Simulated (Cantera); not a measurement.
Feed: 1 mol AlN, 4.1 mol H₂O, equilibrated at 19.0 Pa.

These are equilibrium values from Cantera (NASA tables, ideal gas, pure condensed phases), not measurements of a reactor. Candidate condensed phases: Al, AlN, Al₂O₃, H₂O; 35 gas species. Kinetics and transport are ignored.

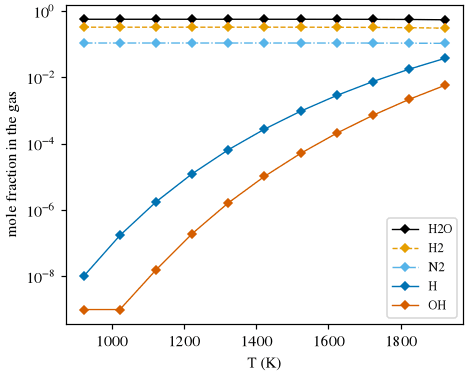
Equilibrium gas composition (values under 1e-9 drawn at 1e-9)

Q: Read off the mole fractions at 923 K.

A: H₂O about 0.57, H₂ about 0.33, N₂ about 0.11, H about 1.0e-8.
